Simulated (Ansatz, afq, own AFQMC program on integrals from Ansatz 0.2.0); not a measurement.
# BH₃Br (doublet): AFQMC on the coupled-cluster ladder at distance Br1–H2 along a hydrogen transfer = 1.615 Å, cc-pVTZ

Aim: compute BH₃Br (doublet) with auxiliary-field quantum Monte Carlo on the same integrals as coupled cluster, and set the energies side by side.

Method: cc-pVTZ, frozen cores; program: Ansatz 0.2.0, Gaussian basis, and an in-house AFQMC program (afq) on its integrals; all values are calculated.

Plan: CCSD(T) on UHF; PBE (unrestricted); r2SCAN (unrestricted); PBE0 (unrestricted); B3LYP (unrestricted); wB97M-V (unrestricted); B2PLYP (unrestricted); Phaseless AFQMC, CISD trial on UHF.

## (1) The geometry

The geometry derives from fragments relaxed apart (PBE0/def2-TZVP) and kept rigid, so it is no stationary point. A hydrogen atom is moved between rigid fragments. No spin-orbit coupling is included. The filled d shell of Br may be among the frozen orbitals whatever the setting's name suggests; the logs give the count.

5 atoms, charge 0, spin multiplicity 2.

Atoms are counted from 1 here; the program's logs count them from 0.

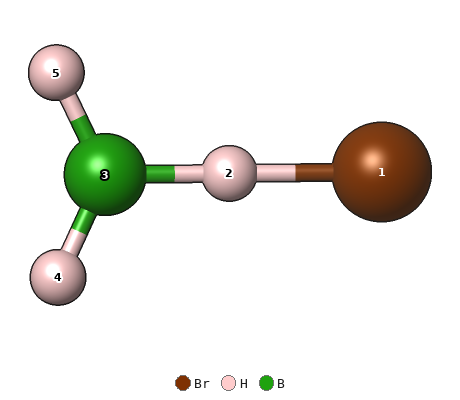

The geometry (bromine brown, hydrogen pink, boron green); atoms are numbered from 1 in the order of the file.

Geometry (Å):

```xyz
5
BBrH3
Br   -0.42924    0.00000    0.00000
H     1.18576    0.00000    0.00000
B     2.50076    0.00000    0.00000
H     3.00983    0.00000    1.07701
H     3.00983    0.00000   -1.07701
```

## (2) CCSD(T) on UHF

File in.yaml:

```yaml
crystal:
  periodic: [false, false, false]
  atoms:
    - {symbol: Br, position_ang: [-0.429244, 0.000000, 0.000000]}
    - {symbol: H, position_ang: [1.185756, 0.000000, 0.000000]}
    - {symbol: B, position_ang: [2.500756, 0.000000, 0.000000]}
    - {symbol: H, position_ang: [3.009829, 0.000000, 1.077008]}
    - {symbol: H, position_ang: [3.009829, 0.000000, -1.077008]}
basis:
  gaussian: {orbitals: cc-pVTZ}
magnetization: {spin_polarized: true, initial_magnetization: 1}
correlation: {method: ccsd_t, electrons: outside_noble_gas, hamiltonian_folder: ham}
```

The run is started by

```sh
$ ansatz run in.yaml --threads 1 --pin off --events-out ev --progress --plain --max-ram 15360MiB --backend cuda --devices 0, --max-vram 18GiB
```

Output, shortened:

```text
Functional definition: HF
  name "HF"
  cite "Fock, Z. Phys. 61, 126 (1930) doi:10.1007/BF01340294"
  parent pbe
[...]
682 factors; integrals over basis functions are off by at most 1.1e-3 eV
[...]
mean field -70717.21456872 eV, -2598.8097015508 hartree, gradient 8.4e-6 eV, S^2 0.774536; 2 other end points of the search recorded, 0 dependent functions left out
determinant -70717.21456872 eV, -2598.8097015508 hartree, with singles and doubles -70725.63664344 eV, -2599.1192070879 hartree
determinant -70715.01311453 eV, -2598.7287996015 hartree, with singles and doubles -70723.41610804 eV, -2599.0376039174 hartree
determinant -70714.97266454 eV, -2598.7273130918 hartree, with singles and doubles -70723.37301108 eV, -2599.0360201332 hartree
15 core orbitals not correlated: weight in the atoms' cores, before any rotation towards them, 1.000 or more for the frozen orbitals, at most 0.000 for the correlated occupied ones
reference -70717.21456872 eV, -2598.8097015508 hartree; 7, 6 occupied and 93, 94 virtual orbitals, 682 factors
second order -7.29091138 eV of doubles, -0.00000000 eV of singles
cycle   1  -8.30396490 eV  change   -4.2e-1 eV  update   1.8e-2
[...]
cycle   9  -8.31555855 eV  change    1.0e-6 eV  update   8.2e-6
perturbative correction -0.26922845 eV, -0.0098939630 hartree
Total energy: -70725.79935572 eV, -2599.1251866540 hartree
```

Wall time 3.3 s (1 × NVIDIA H100 80GB HBM3 with 1 thread of AMD EPYC 7R13 (Zen 3), shared host); peak host memory 1.9 GiB.

From the report: ⟨S²⟩ of the determinant 0.775 (pure doublet: 0.75); correlation -8.5848 eV; T1 0.012; largest double amplitude 0.04.

This run also writes the integrals to the folder ham.

## (3) PBE (unrestricted)

in.yaml, as its differences from that of step 2:

```diff
@@ -11,2 +11,3 @@
 magnetization: {spin_polarized: true, initial_magnetization: 1}
-correlation: {method: ccsd_t, electrons: outside_noble_gas, hamiltonian_folder: ham}
+hamiltonian: {xc: {name: PBE}}
+output: {orbitals: {seedname: orbitals}}
```

The run is started by

```sh
$ ansatz run in.yaml --threads 1 --pin off --events-out ev --progress --plain --max-ram 5120MiB --backend cpu
```

Output:

```text
Functional definition: PBE
  name "PBE"
  cite "Perdew, Burke & Ernzerhof, Phys. Rev. Lett. 77, 3865 (1996) doi:10.1103/PhysRevLett.77.3865"
  parent pbe
  parameter kappa = 0.804
  parameter beta = 0.06672455060314922
  exchange = pbe_x(kappa = kappa, mu = beta*pi^2/3)
  correlation = pbe_c(beta = beta)
766 factors; their error is unknown
mean field evaluation 1: about -70756.6315 eV, gradient 1.6e1 eV
mean field evaluation 2: about -70755.2959 eV, gradient 2.0e1 eV
mean field evaluation 4: about -70758.3840 eV, gradient 1.2e0 eV
mean field evaluation 8: about -70758.3742 eV, gradient 4.2e-2 eV
mean field evaluation 16: about -70755.1489 eV, gradient 1.2e1 eV
mean field -70758.37424680 eV, -2600.3222918213 hartree, gradient 2.3e-5 eV, S^2 0.752442; 3 other end points of the search recorded, 0 dependent functions left out
reference -70758.37428148 eV, -2600.3222930959 hartree; 22, 21 occupied and 93, 94 virtual orbitals, 766 factors
Total energy: -70758.37428148 eV, -2600.3222930959 hartree
```

It took 4.3 s on 1 thread of AMD EPYC 7R13 (Zen 3), shared host; peak memory 1.9 GiB.

From the report: ⟨S²⟩ of the determinant 0.752 (pure doublet: 0.75).

## (4) r2SCAN (unrestricted)

in.yaml, as its differences from that of step 3:

```diff
@@ -11,3 +11,2 @@
 magnetization: {spin_polarized: true, initial_magnetization: 1}
-hamiltonian: {xc: {name: PBE}}
-output: {orbitals: {seedname: orbitals}}
+hamiltonian: {xc: {name: r2SCAN}}
```

Same command.

Output:

```text
Functional definition: r2SCAN
  name "r2SCAN"
  cite "Furness, Kaplan, Ning, Perdew & Sun, J. Phys. Chem. Lett. 11, 8208 (2020) doi:10.1021/acs.jpclett.0c02405"
  cite "Furness, Kaplan, Ning, Perdew & Sun, J. Phys. Chem. Lett. 11, 9248 (2020) doi:10.1021/acs.jpclett.0c03077"
  parent r2scan
  parameter k0 = 0.174
  parameter k1 = 0.065
  parameter a1 = 4.9479
  exchange = r2scan_x(k0 = k0, k1 = k1, a1 = a1)
  correlation = r2scan_c
766 factors; their error is unknown
mean field evaluation 1: about -70768.2424 eV, gradient 1.2e1 eV
mean field evaluation 2: about -70768.0157 eV, gradient 1.4e1 eV
mean field evaluation 4: about -70769.3501 eV, gradient 8.7e-1 eV
mean field evaluation 8: about -70769.3343 eV, gradient 2.5e-1 eV
mean field evaluation 16: about -70769.3345 eV, gradient 1.1e-5 eV
mean field -70769.33448901 eV, -2600.7250732933 hartree, gradient 1.1e-5 eV, S^2 0.755571; 0 other end points of the search recorded, 0 dependent functions left out
reference -70769.33450057 eV, -2600.7250737182 hartree; 22, 21 occupied and 93, 94 virtual orbitals, 766 factors
Total energy: -70769.33450057 eV, -2600.7250737182 hartree
```

Run time: 4.5 s. Hardware: 1 thread of AMD EPYC 7R13 (Zen 3), shared host; peak memory 1.9 GiB.

From the report: ⟨S²⟩ of the determinant 0.756 (pure doublet: 0.75).

## (5) PBE0 (unrestricted)

in.yaml, as its differences from that of step 4:

```diff
@@ -11,2 +11,3 @@
 magnetization: {spin_polarized: true, initial_magnetization: 1}
-hamiltonian: {xc: {name: r2SCAN}}
+hamiltonian: {xc: {name: PBE0}}
+output: {orbitals: {seedname: orbitals}}
```

Launched as before.

Output:

```text
Functional definition: PBE0
  name "PBE0"
  cite "Adamo & Barone, J. Chem. Phys. 110, 6158 (1999) doi:10.1063/1.478522"
  cite "Perdew, Burke & Ernzerhof, Phys. Rev. Lett. 77, 3865 (1996) doi:10.1103/PhysRevLett.77.3865"
  parent pbe
  parameter a = 0.25
  parameter kappa = 0.804
  parameter beta = 0.06672455060314922
  exchange = (1 - a)*pbe_x(kappa = kappa, mu = beta*pi^2/3) + a*exact_x
  correlation = pbe_c(beta = beta)
805 factors; their error is unknown
mean field evaluation 1: about -70760.3170 eV, gradient 8.8e0 eV
mean field evaluation 2: about -70760.5895 eV, gradient 6.0e0 eV
mean field evaluation 4: about -70760.8362 eV, gradient 5.6e-1 eV
mean field evaluation 8: about -70761.0540 eV, gradient 2.4e-1 eV
mean field evaluation 16: about -70761.0541 eV, gradient 2.4e-5 eV
mean field -70761.05414470 eV, -2600.4207762524 hartree, gradient 2.4e-5 eV, S^2 0.755354; 0 other end points of the search recorded, 0 dependent functions left out
reference -70761.05417085 eV, -2600.4207772134 hartree; 22, 21 occupied and 93, 94 virtual orbitals, 805 factors
Total energy: -70761.05417085 eV, -2600.4207772134 hartree
```

Wall time 2.8 s (1 thread of AMD EPYC 7R13 (Zen 3), shared host); peak memory 1.9 GiB.

From the report: ⟨S²⟩ of the determinant 0.755 (pure doublet: 0.75).

## (6) B3LYP (unrestricted)

in.yaml, as its differences from that of step 5:

```diff
@@ -11,3 +11,2 @@
 magnetization: {spin_polarized: true, initial_magnetization: 1}
-hamiltonian: {xc: {name: PBE0}}
-output: {orbitals: {seedname: orbitals}}
+hamiltonian: {xc: {name: B3LYP}}
```

The command is unchanged.

Output, shortened:

```text
Functional definition: B3LYP
  name "B3LYP"
  cite "Stephens, Devlin, Chabalowski & Frisch, J. Phys. Chem. 98, 11623 (1994) doi:10.1021/j100096a001"
  cite "Becke, Phys. Rev. A 38, 3098 (1988) doi:10.1103/PhysRevA.38.3098"
  cite "Lee, Yang & Parr, Phys. Rev. B 37, 785 (1988) doi:10.1103/PhysRevB.37.785"
  cite "Vosko, Wilk & Nusair, Can. J. Phys. 58, 1200 (1980) doi:10.1139/p80-159"
[...]
796 factors; their error is unknown
[...]
mean field -70771.47603024 eV, -2600.8037734818 hartree, gradient 2.3e-5 eV, S^2 0.753895; 0 other end points of the search recorded, 0 dependent functions left out
reference -70771.47625312 eV, -2600.8037816725 hartree; 22, 21 occupied and 93, 94 virtual orbitals, 796 factors
Total energy: -70771.47625312 eV, -2600.8037816725 hartree
```

It took 2.8 s on 1 thread of AMD EPYC 7R13 (Zen 3), shared host; peak memory 1.9 GiB.

From the report: ⟨S²⟩ of the determinant 0.754 (pure doublet: 0.75).

## (7) wB97M-V (unrestricted)

in.yaml, as its differences from that of step 6:

```diff
@@ -11,2 +11,3 @@
 magnetization: {spin_polarized: true, initial_magnetization: 1}
-hamiltonian: {xc: {name: B3LYP}}
+hamiltonian: {xc: {name: wB97M-V}}
+output: {orbitals: {seedname: orbitals}}
```

Launched as before.

Output, shortened:

```text
Functional definition: wB97M-V
  name "wB97M-V"
  cite "Mardirossian & Head-Gordon, J. Chem. Phys. 144, 214110 (2016) doi:10.1063/1.4952647"
  cite "Becke, J. Chem. Phys. 107, 8554 (1997) doi:10.1063/1.475007"
  cite "Vydrov & Van Voorhis, J. Chem. Phys. 133, 244103 (2010) doi:10.1063/1.3521275"
  # Of w^i u^j: cxij and so on, Table III.
[...]
  gx(w, u) = 1 - cx + cx01*u + cx10*w
  gss(w, u) = css00 + css04*u^4 + css10*w + css20*w^2 + css43*w^4*u^3
  gos(w, u) = cos00 + cos10*w + (cos20 + cos21*u)*w^2 + (cos60 + cos61*u)*w^6
[...]
      + integral(e_c_pw_mod_opposite_spin*gos(b97_w_opposite, b97_u_opposite)) + vv10(b, c)
788 factors; their error is unknown
153 factors; integrals over basis functions are off by at most 4.1e-5 eV
[...]
mean field -70765.52557145 eV, -2600.5850981546 hartree, gradient 4.3e-5 eV, S^2 0.754205; 0 other end points of the search recorded, 0 dependent functions left out
reference -70765.52561052 eV, -2600.5850995904 hartree; 22, 21 occupied and 93, 94 virtual orbitals, 788 factors
Total energy: -70765.52561052 eV, -2600.5850995904 hartree
```

Wall time 9 s (1 thread of AMD EPYC 7R13 (Zen 3), shared host); peak memory 1.9 GiB.

From the report: ⟨S²⟩ of the determinant 0.754 (pure doublet: 0.75).

## (8) B2PLYP (unrestricted)

in.yaml, as its differences from that of step 7:

```diff
@@ -11,3 +11,3 @@
 magnetization: {spin_polarized: true, initial_magnetization: 1}
-hamiltonian: {xc: {name: wB97M-V}}
-output: {orbitals: {seedname: orbitals}}
+hamiltonian: {xc: {name: B2PLYP}}
+correlation: {electrons: outside_noble_gas}
```

The command is unchanged.

Output, shortened:

```text
Functional definition: B2PLYP
  name "B2PLYP"
  cite "Grimme, J. Chem. Phys. 124, 034108 (2006) doi:10.1063/1.2148954"
  cite "Becke, Phys. Rev. A 38, 3098 (1988) doi:10.1103/PhysRevA.38.3098"
  cite "Lee, Yang & Parr, Phys. Rev. B 37, 785 (1988) doi:10.1103/PhysRevB.37.785"
[...]
682 factors; integrals over basis functions are off by at most 1.1e-3 eV
[...]
mean field -70755.65544799 eV, -2600.2223778078 hartree, gradient 3.7e-6 eV, S^2 0.760014; 0 other end points of the search recorded, 0 dependent functions left out
15 core orbitals not correlated: weight in the atoms' cores, before any rotation towards them, 1.000 or more for the frozen orbitals, at most 0.000 for the correlated occupied ones
reference -70755.65558974 eV, -2600.2223830169 hartree; 7, 6 occupied and 93, 94 virtual orbitals, 682 factors
second order -8.90388748 eV of doubles, -0.00000000 eV of singles
Total energy: -70758.05963936 eV, -2600.3107302109 hartree
```

It took 3.8 s on 1 thread of AMD EPYC 7R13 (Zen 3), shared host; peak memory 1.9 GiB.

From the report: ⟨S²⟩ of the determinant 0.760 (pure doublet: 0.75).

## (9) Phaseless AFQMC, CISD trial on UHF

It reads the integrals that the CCSD(T) run on this determinant wrote.

The run is started by

```sh
$ afq ham --method phaseless --trial cisd --walkers 900 --populations 20 --least-time 60 --time-step 0.005 --steps-per-block 50 --equilibration-blocks 28 --max-blocks 4000 --target-error 0.00021 --factor-cut 1e-05 --start spin_pure --seed 8504 --release-times 0.24,0.51,0.99,1.62,2.4 --release-step 0.03 --release-every 3 --taylor-order 6
```

Output:

```text
orbitals 100  electrons 7 6  factors 623 of 682
reference energy -2598.80970155 Eh
CCSD correlation -0.30559125 Eh in 11 cycles, weight of the determinant in the CISD state 0.8735
energy of the start -2599.114143 Eh
 block  time / (1/Eh)  mean weight  energy / Eh
     1     0.250  0.9997  -2599.110234
     2     0.500  1.0000  -2599.113581
     3     0.750  1.0001  -2599.117243
     4     1.000  0.9993  -2599.120723
     5     1.250  0.9993  -2599.122397
     6     1.500  1.0000  -2599.123380
     7     1.750  0.9992  -2599.123866
     8     2.000  0.9998  -2599.124486
     9     2.250  0.9998  -2599.125308
    10     2.500  1.0000  -2599.124905
    11     2.750  1.0002  -2599.125924
    13     3.250  0.9998  -2599.126346
    15     3.750  1.0010  -2599.126223
    17     4.250  1.0008  -2599.125416
    19     4.750  1.0000  -2599.127785
    21     5.250  0.9999  -2599.127189
    23     5.750  0.9995  -2599.126292
    25     6.250  1.0000  -2599.126258
    27     6.750  0.9998  -2599.127062
    29     7.250  0.9998  -2599.125389
    31     7.750  0.9997  -2599.125322
    33     8.250  1.0002  -2599.124856
    35     8.750  1.0005  -2599.125240
    37     9.250  1.0000  -2599.127186
    39     9.750  0.9998  -2599.128767
    41    10.250  1.0006  -2599.127023
    43    10.750  1.0009  -2599.125979
    45    11.250  0.9998  -2599.126123
    47    11.750  1.0000  -2599.127142
    49    12.250  1.0003  -2599.127574
    51    12.750  1.0000  -2599.127115
    53    13.250  0.9993  -2599.126245
    55    13.750  0.9998  -2599.125666
    57    14.250  0.9994  -2599.125697
    59    14.750  0.9994  -2599.125546
    61    15.250  0.9996  -2599.126805
    63    15.750  1.0006  -2599.125864
    65    16.250  1.0002  -2599.127980
    67    16.750  0.9999  -2599.127073
    69    17.250  0.9999  -2599.126218
    71    17.750  0.9997  -2599.126638
    73    18.250  1.0003  -2599.126881
    75    18.750  0.9997  -2599.126171
    77    19.250  0.9994  -2599.126378
    79    19.750  1.0006  -2599.125328
    81    20.250  1.0000  -2599.125826
    83    20.750  1.0000  -2599.124290
    85    21.250  1.0003  -2599.126260
    87    21.750  1.0001  -2599.126532
    89    22.250  0.9994  -2599.125380
    91    22.750  1.0008  -2599.126325
    93    23.250  0.9994  -2599.127867
    95    23.750  1.0005  -2599.126852
    97    24.250  0.9993  -2599.124079
error from the spread of 20 populations
released: time / (1/Eh)  energy / Eh  error  mean overlap
  0.24  -2599.126298  0.000219  1.0065
  0.51  -2599.126620  0.000236  1.0026
  0.99  -2599.126624  0.000209  0.9991
  1.62  -2599.126411  0.000236  1.0083
  2.40  -2599.126302  0.000289  1.0123
energy -2599.126320 +/- 0.000205 Eh
```

Wall time 74 s (1 × NVIDIA H100 80GB HBM3 with 2 threads of AMD EPYC 7R13 (Zen 3), shared host); peak host memory 1.9 GiB.

Energy -70725.8302 ± 0.0056 eV. Caveats: constraint bias not in the error.

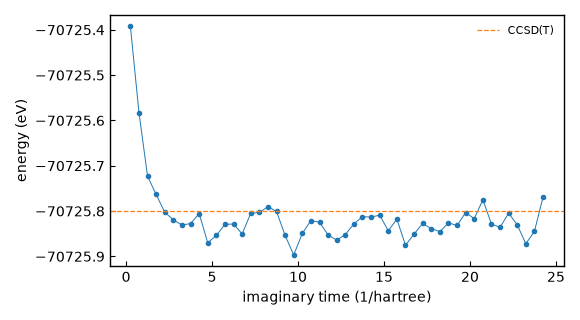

Block energies along the walk.

## (10) All levels side by side

On the UHF determinant, counted from CCSD(T) (a yardstick, not exact):

| level | energy (eV) | from CCSD(T) (kcal/mol) | statistical error (kcal/mol) | time |
| --- | --- | --- | --- | --- |
| HF | -70717.2146 | +197.97 |  |  |
| MP2 | -70724.5055 | +29.84 |  |  |
| CCSD | -70725.5301 | +6.21 |  |  |
| CCSD(T) | -70725.7994 | 0.00 |  |  |
| Phaseless AFQMC, CISD trial, step 0.005, 900 walkers | -70725.8302 | -0.71 | 0.13 | 74 s |

The functionals' totals stand on their own zeros and serve differences with other points: PBE -70758.374 eV; r2SCAN -70769.335 eV; PBE0 -70761.054 eV; B3LYP -70771.476 eV; wB97M-V -70765.526 eV; B2PLYP -70758.060 eV.

## (11) Summary of results

| quantity | value |
| --- | --- |
| Phaseless AFQMC, CISD trial on UHF from CCSD(T) | -0.71 ± 0.13 kcal/mol |

In words: On UHF the phaseless walk with the CISD trial lies -0.71 kcal/mol from CCSD(T), 6 times its error bar. Error bars are statistical and leave out the constraint, the time step and what remains of the start.
